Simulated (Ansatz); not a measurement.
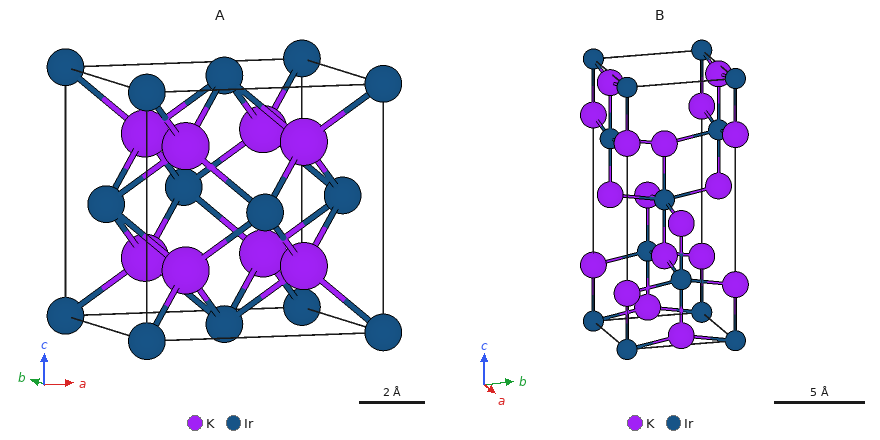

Two structures of K₂Ir, each relaxed to rest (conventional cells in solid outline, small ones repeated, not to one scale). Method: Ansatz, DFT PBE, scalar-relativistic, plane waves, PAW, without spin polarisation.

**Describe A and B.**

A: antifluorite, Fm-3m. B: 12 atoms a cell on a body-centred tetragonal lattice, I4_1/amd.

**Compare their energies: which is lower?**

A is lower, by 86 meV/atom at this level of theory (energies at zero smearing). Volumes: A 39.2, B 50.3 Å³/atom.

One or both may be structure types tried for this composition rather than known phases.
